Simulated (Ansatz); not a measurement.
# What a change does: geometry relaxation on N₂O

System: N₂O.
Method of run A: RKS PBE-D4/def2-SVP (Ansatz 0.2.0).

Text and figures count atoms from 1; the logs count them from 0 in places.

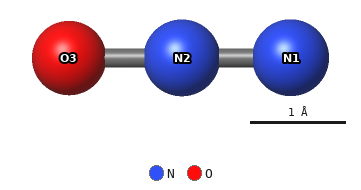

**Figure 1.** The input geometry (ball-and-stick view, seen on its broad side; atoms are numbered from 1 in the order of the input). Bond lengths as drawn: N–N 1.15 Å and N–O 1.19 Å.

The input, run A:
```yaml
crystal:
  periodic: [false, false, false]
  atoms:
    - { symbol: "N", position_ang: [0.0, 0.0, -1.15972483] }
    - { symbol: "N", position_ang: [0.0, 0.0, -0.01381591] }
    - { symbol: O, position_ang: [0.0, 0.0, 1.17353073] }
basis:
  gaussian: { orbitals: def2-SVP }
hamiltonian:
  xc: pbe
  dispersion: d4
relax:
  f_tol: 0.002
  max_steps: 150
```

Launched with:
```bash
ansatz run input.yaml --threads 1 --pin off --max-ram 2560MiB --backend cpu --events-out ev --progress --plain --runs-dir out
```

Hardware: 1 thread of Arm Neoverse V2, 24 GiB of memory available, shared host.

Output (run A):
```
The last accepted step is kept in [file] (removed where the run ends without a failure and the disk answers)
Engine: ansatz 0.2.0, aarch64-unknown-linux-gnu
Functional definition: PBE
  parameter kappa = 0.804
  parameter beta = 0.06672455060314922
  exchange = pbe_x(kappa = kappa, mu = beta*pi^2/3)
  correlation = pbe_c(beta = beta)
487 factors; their error is unknown
mean field evaluation 1: about -5013.8544 eV, gradient 3.8e1 eV
mean field evaluation 2: about -5004.2344 eV, gradient 8.0e1 eV
mean field evaluation 4: about -5016.2000 eV, gradient 1.3e1 eV
mean field evaluation 8: about -5016.5055 eV, gradient 1.6e-1 eV
mean field evaluation 16: about -5016.4819 eV, gradient 1.6e-5 eV
mean field -5016.48188761 eV, -184.3523090763 hartree, gradient 1.6e-5 eV, S^2 0.000000; 0 other end points of the search recorded, 0 dependent functions left out
the calculation of the forces begins
reference -5016.48189784 eV, -184.3523094520 hartree; 11, 11 occupied and 31, 31 virtual orbitals, 487 factors
relax step   1: F+E_penalty+E_count = -5016.50893055 eV  Δ(F+E_penalty+E_count) = +0.000e0 eV  max|allowed force component| = 2.094e-3 eV/Å  Δτ_max = 0.0000 Å  (25 SCF iters, accepted)
these checks for a lower state are left out or cut short: starts, cluster_reference, orbital_swaps, neighbouring_geometries, increment
487 factors; their error is unknown
mean field -5016.48188762 eV, -184.3523090766 hartree, gradient 1.7e-5 eV, S^2 0.000000; 0 other end points of the search recorded, 0 dependent functions left out
the calculation of the forces begins
reference -5016.48189785 eV, -184.3523094523 hartree; 11, 11 occupied and 31, 31 virtual orbitals, 487 factors
relax step   2: F+E_penalty+E_count = -5016.50893056 eV  Δ(F+E_penalty+E_count) = -1.128e-8 eV  max|allowed force component| = 3.079e-4 eV/Å  Δτ_max = 0.0000 Å  (16 SCF iters, accepted)
487 factors; their error is unknown
mean field evaluation 32: about -5016.5055 eV, gradient 1.6e-1 eV
mean field -5016.48188762 eV, -184.3523090766 hartree, gradient 1.7e-5 eV, S^2 0.000000; 1 other end points of the search recorded, 0 dependent functions left out
the calculation of the forces begins
reference -5016.48189785 eV, -184.3523094523 hartree; 11, 11 occupied and 31, 31 virtual orbitals, 487 factors
Total energy: -5016.50894078 eV, -184.3533032618 hartree
Atom 0 at    -0.000000     0.000000    -1.159721 Å, force    -0.000000     0.000000     0.000066 eV/Å
Atom 1 at     0.000000    -0.000000    -0.013822 Å, force    -0.000000    -0.000000    -0.000308 eV/Å
Atom 2 at    -0.000000    -0.000000     1.173533 Å, force     0.000000     0.000000     0.000242 eV/Å
Dipole moment:    -0.000000     0.000000     0.044250 e Å
```

For run B the input was changed thus:
```diff
-  gaussian: { orbitals: def2-SVP }
+  gaussian: { orbitals: def2-TZVPP }
-  xc: pbe
+  xc: pbe0
```

What does this change do to the results?

The total energies belong to different models, so their difference says nothing on which is more stable or more accurate. The functional changes from PBE to PBE0. The basis functions go from 42 to 93.

Output, shortened to warnings, some set-up lines, iterations and results (run B):
```
[...]
mean field evaluation 1: about -5019.7514 eV, gradient 3.5e1 eV
mean field evaluation 2: about -5016.9648 eV, gradient 5.3e1 eV
mean field evaluation 4: about -5021.5518 eV, gradient 7.7e0 eV
mean field evaluation 8: about -5021.6569 eV, gradient 9.1e-3 eV
mean field evaluation 16: about -5021.6834 eV, gradient 6.4e-5 eV
relax step   1: F+E_penalty+E_count = -5021.70540265 eV  Δ(F+E_penalty+E_count) = +0.000e0 eV  max|allowed force component| = 3.324e0 eV/Å  Δτ_max = 0.0000 Å  (26 SCF iters, …
relax step   2: F+E_penalty+E_count = -5021.76107401 eV  Δ(F+E_penalty+E_count) = -5.567e-2 eV  max|allowed force component| = 1.708e-1 eV/Å  Δτ_max = 0.0220 Å  (33 SCF …
mean field evaluation 32: about -5021.7393 eV, gradient 1.2e-5 eV
relax step   3: F+E_penalty+E_count = -5021.76125111 eV  Δ(F+E_penalty+E_count) = -1.771e-4 eV  max|allowed force component| = 3.926e-2 eV/Å  Δτ_max = 0.0013 Å  (34 SCF …
relax step   4: F+E_penalty+E_count = -5021.76125581 eV  Δ(F+E_penalty+E_count) = -4.700e-6 eV  max|allowed force component| = 9.222e-4 eV/Å  Δτ_max = 0.0002 Å  (34 SCF …
mean field evaluation 64: about -5021.7393 eV, gradient 1.2e-5 eV
mean field -5021.73925789 eV, -184.5455138704 hartree, gradient 1.2e-5 eV, S^2 0.000000; 1 other end points of the search recorded, 0 dependent functions left out
the calculation of the forces begins
reference -5021.73927353 eV, -184.5455144450 hartree; 11, 11 occupied and 82, 82 virtual orbitals, 461 factors
Total energy: -5021.76127145 eV, -184.5463228537 hartree
Atom 0 at     0.000000     0.000000    -1.136904 Å, force     0.000000     0.000000     0.000624 eV/Å
Atom 1 at    -0.000000    -0.000000    -0.018779 Å, force     0.000000    -0.000000    -0.000922 eV/Å
Atom 2 at    -0.000000     0.000000     1.155673 Å, force    -0.000000     0.000000     0.000298 eV/Å
Dipole moment:     0.000000    -0.000000    -0.003246 e Å
```

The two runs side by side:

| quantity | run A | run B |
| --- | --- | --- |
| outcome | converged | converged |
| total energy (hartree) | −184.353303 | −184.546323 |
| largest force (eV/Å) | 0.000 | 0.001 |
| basis functions | 42 | 93 |
| wall time (shared host) | 1.2 s | 5 s |
